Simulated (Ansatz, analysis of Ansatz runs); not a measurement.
## Na3BrO (Pm-3m), V_Na hop (3.2 Å): does the barrier depend on the cell? (q = −1)

How far must a hopping Na in Na3BrO (Pm-3m) stand from its periodic copies before the barrier settles? The case: V_Na hop (3.2 Å), charge −1; the series starts with a cell of 20 host atoms with 1 Na taken out.

Method: plane-wave PAW DFT, PBEsol; nudged elastic band between two relaxed defect structures at fixed charge in a uniform background, in Ansatz 0.2.0.

### 1. The structure

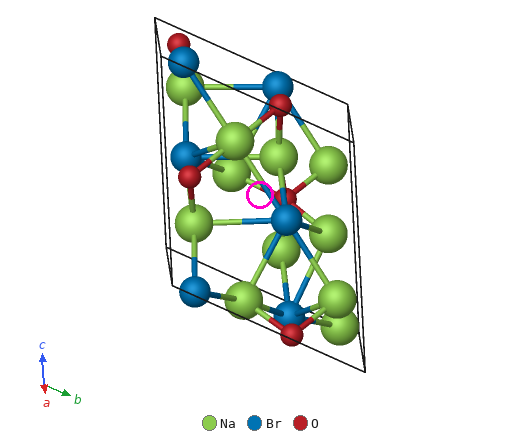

Start, viewed slightly off an axis; sodium green, bromine blue, oxygen red. A ring marks the centre wherever it is empty. Some periodic images of atoms are drawn too.

The cell holds 19 atoms: 11 Na, 4 Br and 4 O. Its edges and angles: a = 7.867 Å, b = 7.867 Å, c = 7.867 Å, α = 109.5°, β = 109.5°, γ = 109.5°. It derives from Na3BrO (space group Pm-3m). Nearest the centre at fractional (0.625, 0.875, 0.000): Na6 at 1.45 Å, O18 at 1.68 Å, Na10 at 2.66 Å, Na9 at 2.67 Å, Br12 at 2.81 Å, Br15 at 2.82 Å, Na7 at 3.44 Å, Na4 at 3.48 Å. The cell carries charge −1.

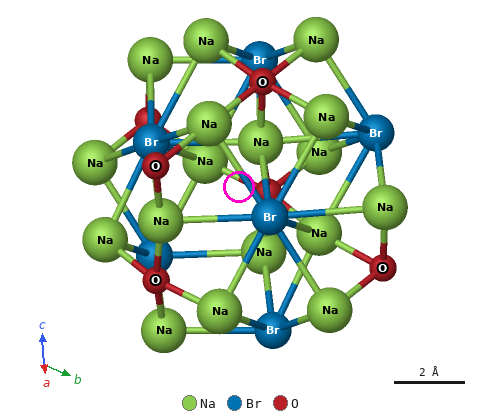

The atoms within 5 Å of the centre. A ring marks the centre wherever it is empty.

The cell's shortest repeat is 7.9 Å.

### 2. The band in the smallest cell

In each cell both ends are relaxed first and a climbing-image band joins them. Strain fields of neighbouring copies, and their charges if any, can act otherwise on the top of the path than on its ends, so the barrier may drift with size.

qm1_c20k1s.neb/input.yaml reads:

```yaml
crystal:
  lattice:
    - [-4.54203299, 4.54203299, 4.54203299]
    - [4.54203299, -4.54203299, 4.54203299]
    - [4.54203299, 4.54203299, -4.54203299]
  atoms:
    - { symbol: Na, position: [-0.00013673, 0.24868942, 0.74938528] }
    - { symbol: Na, position: [-0.00052296, 0.74807756, 0.24960537] }
    - { symbol: Na, position: [0.50019625, 0.24875006, 0.24965278] }
    - { symbol: Na, position: [0.25632713, -0.01822426, 0.73947538] }
    - { symbol: Na, position: [0.25632789, 0.5150912, 0.27279715] }
    - { symbol: Na, position: [0.74301582, -0.0185523, 0.22602931] }
    - { symbol: Na, position: [0.74301483, 0.51519595, 0.759774] }
    - { symbol: Na, position: [0.25625389, 0.27147349, 0.51594273] }
    - { symbol: Na, position: [0.25625445, 0.73849451, -0.01703147] }
    - { symbol: Na, position: [0.74309414, 0.22474072, -0.01751698] }
    - { symbol: Na, position: [0.74310541, 0.75878834, 0.51652688] }
    - { symbol: Br, position: [0.00424529, 0.00063944, 0.00181181] }
    - { symbol: Br, position: [-0.00465194, 0.49621629, 0.49737251] }
    - { symbol: Br, position: [0.49963371, 0.0006217, 0.49723426] }
    - { symbol: Br, position: [0.49959066, 0.49613573, 0.00165337] }
    - { symbol: O, position: [-0.00034293, -0.00164206, 0.49950282] }
    - { symbol: O, position: [-0.00034425, 0.49836056, -0.00048345] }
    - { symbol: O, position: [0.49974884, 0.01030969, 0.01140716] }
    - { symbol: O, position: [0.49974594, 0.48655891, 0.48764382] }
total_charge: -1
basis:
  ecutwfc: 420
  xc_grid: 2
hamiltonian:
  xc: pbesol
kpoints:
  mp_grid: { grid: [1, 1, 1], shift: [0.25, 0.25, 0.25] }
scf:
  occupations: { method: fixed }
  max_iter: 100
output:
  forces: true
neb:
  images: 3
  f_tol: 0.04
  climbing: true
  initial_path: idpp
  max_iterations: 45
  order_check: false
  final_atoms:
    - { symbol: Na, position: [-0.00896871, 0.2454572, 0.73783141] }
    - { symbol: Na, position: [-0.00973684, 0.75858839, 0.25034105] }
    - { symbol: Na, position: [0.52380684, 0.2454378, 0.27061834] }
    - { symbol: Na, position: [0.25737678, 0.00158446, 0.76033909] }
    - { symbol: Na, position: [0.25736979, 0.50242912, 0.26118866] }
    - { symbol: Na, position: [0.52433123, -0.24141942, -0.21559105] }
    - { symbol: Na, position: [0.75732358, 0.50164079, 0.76044862] }
    - { symbol: Na, position: [0.23402708, 0.2453956, 0.494041] }
    - { symbol: Na, position: [0.28066593, 0.75870163, 0.02758266] }
    - { symbol: Na, position: [0.76748204, 0.24538609, 0.02751439] }
    - { symbol: Na, position: [0.74725889, 0.75869398, 0.4941821] }
    - { symbol: Br, position: [0.01003775, 0.00203466, 0.00806955] }
    - { symbol: Br, position: [0.00994649, 0.50717046, 0.51338995] }
    - { symbol: Br, position: [0.50481768, 0.00204892, 0.51339771] }
    - { symbol: Br, position: [0.50462292, 0.49665471, 0.00809633] }
    - { symbol: O, position: [0.01926394, 0.00196567, 0.52265693] }
    - { symbol: O, position: [0.00734781, 0.50206312, 0.0108366] }
    - { symbol: O, position: [0.49543228, 0.0019681, -0.00116926] }
    - { symbol: O, position: [0.50734877, 0.50203068, 0.51081608] }
```

Launch:

```sh
> ansatz run input.yaml --threads 8 --pin off --max-ram 14131MiB --backend cpu --events-out ev --progress --plain --runs-dir out
```

Numbers of over 12 decimals in the logs are rounded to 6 here.

The program printed:

```text
[... repeated set-up lines and file paths are left out, and long positions are rounded to six places ...]
Warning: neb: disabling space-group detection — the band's intermediate images generally break the endpoint symmetry, so the full k-mesh is solved, and no spatial operation symmetrises the density, except that a semilocal band can use its path's symmetry [...]
Engine: ansatz 0.2.0, aarch64-unknown-linux-gnu
Pseudopotentials: kind: paw
Pseudopotential: Na, paw, valence charge 9, recommended cutoff 420 eV (normal), Na.paw.azcp
Pseudopotential: Br, paw, valence charge 7, recommended cutoff 420 eV (normal), Br.paw.azcp
Pseudopotential: O, paw, valence charge 6, recommended cutoff 420 eV (normal), O.paw.azcp
Functional definition: PBEsol
  exchange = pbesol_x
  correlation = pbesol_c
parallel-image band execution: 3 concurrent image workers
NEB image 0
Crystal: 19 atoms, lattice volume = 374.810 Å³
Basis set: ecut = 420 eV, 7395 PW (Γ), exchange–correlation on 108×108×108 points (8 copies of the dense FFT grid, shifted against one another)
Bands: 95, of which v1, the nominal top of the filled ones, is band 76 counted from 1 (75 counted from 0)
Symmetry: 1 space group operations
k-points: 1
Non-local potential: Na, projectors of the file, l = 0: 3, l = 1: 2, l = 2: 1
Non-local potential: Br, projectors of the file, l = 0: 2, l = 1: 2, l = 2: 2
Non-local potential: O, projectors of the file, l = 0: 2, l = 1: 2, l = 2: 1
PAW form: soft (Blöchl's): semilocal exchange-correlation on the pseudo side does not see the compensation charge
PAW frozen core: Na, regenerated for the run's functional, and the local potential with it (the file was generated under x = pbe(κ = 0.804, μ = 0.219515), c = pbe(β = 0.066725))
PAW frozen core: Br, regenerated for the run's functional, and the local potential with it (the file was generated under x = pbe(κ = 0.804, μ = 0.219515), c = pbe(β = 0.066725))
PAW frozen core: O, regenerated for the run's functional, and the local potential with it (the file was generated under x = pbe(κ = 0.804, μ = 0.219515), c = pbe(β = 0.066725))
PAW one-centre angular grid: Na, 110 points (default); XC on 64 Gauss nodes
PAW one-centre angular grid: Br, 110 points (default); XC on 64 Gauss nodes
PAW one-centre angular grid: O, 110 points (default); XC on 64 Gauss nodes
Initial density: superposition of atomic densities (neutral atoms scaled as one to the charged cell's electrons: chi_scale 0, normalization atom), corrected by the library's trained network
Initial wavefunctions: pseudopotential atomic-orbital guess
Functional: x = pbesol(κ = 0.804, μ = 0.123457), c = pbesol(β = 0.046)
SCF iter   1: F=—  HF=-29435.977578 eV  |F-HF|=—  |Δ(HF+E_count)|=         —  Δρ=1.89e-2  dr2=9.14e-1  ethr=1.77e-3  ⟨swp⟩=5.0  Hψ=324  notcnv=0  defer=15
[...]
E_ewald      = -8849.099197
  E_core_change = 1.111864  (= ΣΔE_core)
  E_smearing   = -0.000000  (= −TS)
  E_closure    = 0.000000  (closes the sum)
  E_deformation_potential = -10.793027  (in the stress; not in F)
  Σ components = -29435.065403   (vs F -29435.065403, Δ=0.00e0)
--- Forces (eV/Å), atoms counted from 1 ---
  atom   1  Na     0.00730350     0.00784149     0.00818772
  atom   2  Na    -0.00671038     0.01928096    -0.00824733
  atom   3  Na    -0.01044873    -0.00140616     0.00288362
  atom   4  Na     0.00168598     0.01026147     0.00318717
  atom   5  Na    -0.00836083    -0.00726147     0.00840399
  atom   6  Na     0.00702688    -0.00700886    -0.01169142
  atom   7  Na    -0.01887182     0.00692892    -0.00848566
  atom   8  Na     0.01421020     0.00609817    -0.00798473
[...]
atom  16  O     -0.01231765    -0.01660019     0.00800190
  atom  17  O      0.00828216    -0.00826175    -0.01226424
  atom  18  O     -0.00922869     0.00962619     0.00190957
  atom  19  O      0.01597376     0.01254867     0.00811041
  max |Σ_I F_I| component: 5.56e-5 eV/Å
--- Band table (eV) ---
  k-point 0: bands = ["-47.2839", "-47.0216", "-47.0150", "-47.0124", [... 87 left out ...] "9.8451", "10.1278", "10.1370", "10.2929"]
this run last wrote the band of iteration 4 to <dir>
--- NEB band (5 images, 4 band iterations, 119 SCF iterations) ---
  forward barrier  = 0.486876 eV
  backward barrier = 0.486767 eV
  climbing image's point = of an order that was not read
  energies are F+E_penalty+E_count in eV, relative to image 0
  image     s (Å)  Δ vs image 0  max|band force component| (eV/Å)
      0    0.0000      0.000000                                 —
      1    0.7768      0.229761                          2.829e-2
  *   2    1.5538      0.486876                          1.927e-2
      3    2.3296      0.230477                          2.799e-2
      4    3.1052      0.000109                                 —
  climbing-image geometry (image 2):
  cell:  # Å, volume = 374.8097 Å³
    - [-4.54203299, 4.54203299, 4.54203299]
    - [4.54203299, -4.54203299, 4.54203299]
    - [4.54203299, 4.54203299, -4.54203299]
  atoms:
    - { symbol: Na, position: [-0.011293, 0.243984, 0.734199] }
    - { symbol: Na, position: [0.004094, 0.754066, 0.259443] }
    - { symbol: Na, position: [0.519467, 0.250343, 0.270779] }
    - { symbol: Na, position: [0.253762, -0.015480, 0.739412] }
    - { symbol: Na, position: [0.259581, 0.514985, 0.276210] }
    - { symbol: Na, position: [0.654660, -0.150666, 0.005178] }
    - { symbol: Na, position: [0.749868, 0.499769, 0.750750] }
    - { symbol: Na, position: [0.241817, 0.260753, 0.504008] }
    - { symbol: Na, position: [0.253007, 0.756243, 0.005221] }
    - { symbol: Na, position: [0.747902, 0.250074, 0.005067] }
    - { symbol: Na, position: [0.742894, 0.761953, 0.506279] }
    - { symbol: Br, position: [0.023413, 0.009957, 0.005137] }
    - { symbol: Br, position: [0.000856, 0.503300, 0.506007] }
    - { symbol: Br, position: [0.500006, 0.002483, 0.504290] }
    - { symbol: Br, position: [0.494153, 0.480499, 0.005139] }
    - { symbol: O, position: [0.008870, -0.002593, 0.508058] }
    - { symbol: O, position: [0.002284, 0.501667, 0.005146] }
    - { symbol: O, position: [0.490867, 0.012914, 0.005133] }
    - { symbol: O, position: [0.505944, 0.494525, 0.502231] }
[key lines of the parts left out:]
SCF converged after 7 iterations
Free energy (F): -29435.065403 eV
Fermi energy:    3.309330 eV
```

Wall time 11 s (8 threads of Arm Neoverse V2, shared host); peak memory 1.1 GiB; 69 s of CPU time.

The column dr2 measures how far the density is from self-consistency, as an energy; F and HF (Harris–Foulkes) agree once it is small.

Images along the path:

```tsv
image	path (Å)	energy (eV)	Na6: x, y, z (Å)
0	0.000	0.0000	-2.432, 4.486, 2.264
1	0.777	0.2298	-3.068, 4.181, 2.268
2	1.554	0.4869	-3.634, 3.681, 2.266
3	2.330	0.2305	-4.143, 3.125, 2.268
4	3.105	0.0001	-4.457, 2.499, 2.264
```

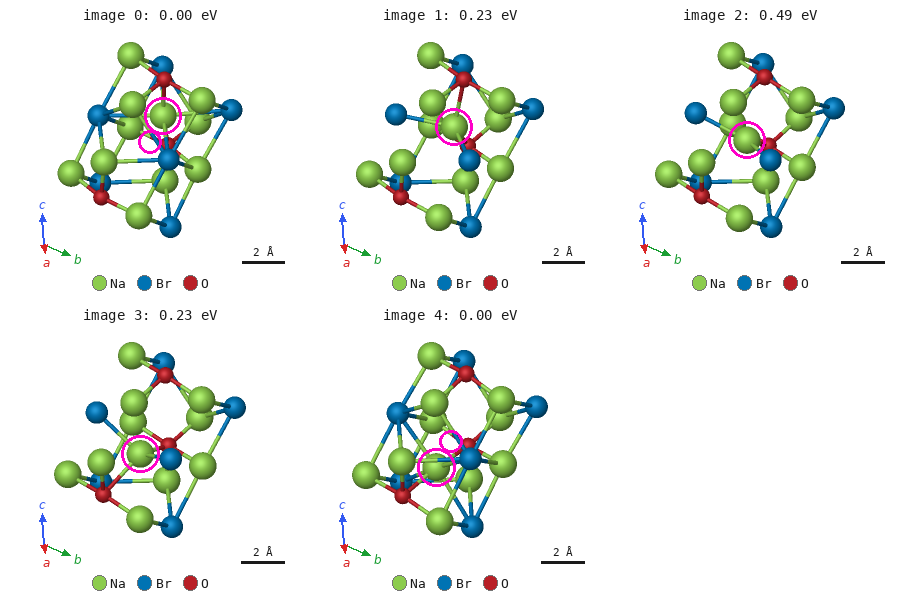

Images along the path; Na6 is ringed. A ring with no atom in it marks the empty centre.

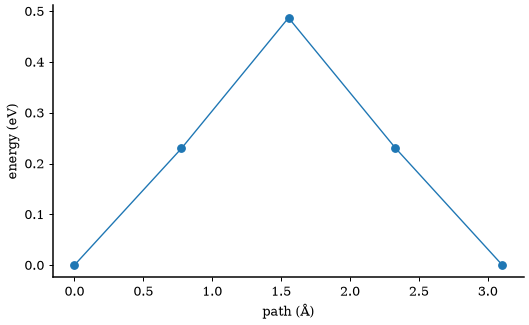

Energy along the path.

### 3. The series

The other cells are run alike, on 8 threads of Arm Neoverse V2, shared host.

```tsv
host atoms	shortest repeat (Å)	k-points	forward (eV)	backward (eV)	hop length (Å)	iterations	time of the band	peak memory (GiB)
20	7.9	one point at (¼, ¼, ¼)	0.487	0.487	2.84	4	11 s	1.1
40	9.1	one point at (¼, ¼, ¼)	0.411	0.411	2.91	5	54 s	2.6
80	12.8	one point at (¼, ¼, ¼)	0.403	0.403	2.92	5	4.7 min	8.3
```

Energies along each band (eV from the start):

```tsv
host atoms	k-points	energies
20	one point at (¼, ¼, ¼)	0.000, 0.230, 0.487, 0.230, 0.000
40	one point at (¼, ¼, ¼)	0.000, 0.179, 0.411, 0.179, 0.000
80	one point at (¼, ¼, ¼)	0.000, 0.177, 0.403, 0.179, 0.000
```

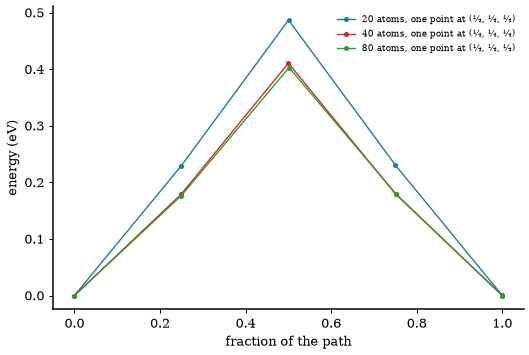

The bands, by cell.

### 4. Results

```json
{"barrier, 20 atoms, one point at (¼, ¼, ¼)": "0.487 eV", "barrier, 40 atoms, one point at (¼, ¼, ¼)": "0.411 eV", "barrier, 80 atoms, one point at (¼, ¼, ¼)": "0.403 eV"}
```

The largest cell gives a barrier of 0.40 eV and the first set-up 0.49 eV; over the series the values spread by 0.08 eV. The last two differ by 0.008 eV, and the values run one way, so the series seems to settle. From 40 atoms on it stays within 0.05 eV of the last value, at 19 % of the last band's time. One k-point samples cells of unlike shape differently, so the spread mixes size with sampling. The time of one iteration grows about as the number of atoms to the power 2.2, on shared hosts. No image-charge correction is applied. The order of the top as a saddle was not checked for all atoms, so a bent path could be lower. What this leaves open: one k-point off the zone centre stands for the whole zone.

[Logs are printed without paths, hosts, clocks, repeated set-up lines and the standing remarks that a program may print on its own settings, such as how far it seeks lower states.]

[Hosts, paths, dates, database ids (printed as entryN), source tags and the programs' standing remarks are cut or masked in the printed files.]
